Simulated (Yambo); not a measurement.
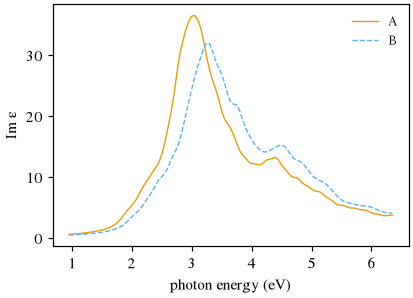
Figure. Two computed absorption spectra of SrAlSiH (space group P3m1, No. 156) (Yambo, PBEsol bands with the same scissor, field along x)

Axes are Cartesian, with cell vectors (Å) (4.21, 0.00, 0.00), (-2.10, 3.64, 0.00), (0.00, 0.00, 4.79).

### Question
Which curve includes the electron-hole attraction (BSE)?

### Answer
Curve A: the attraction moves weight to lower energy (centre of the plotted range 3.6 eV against 3.8 eV). Settings: 9×9×6 mesh, 3 valence and 7 conduction bands, static screening with 37 bands and a 4 Ry block, scissor 0.70 eV, Tamm-Dancoff. The scissor comes from a G0W0 run whose convergence isn't established. Broadening 0.15 eV. The band window holds all transitions up to 6.4 eV. On this mesh the peak heights and the fine structure are mesh artefacts; only the shift of weight is robust.

Geometry relaxed with PBEsol; primitive cell a = 4.2069 Å, b = 4.2069 Å, c = 4.7856 Å, α = 90.00°, β = 90.00°, γ = 120.00°.

The structure is a Materials Project entry; no match was found in the copy of COD used, and its stability was not checked.
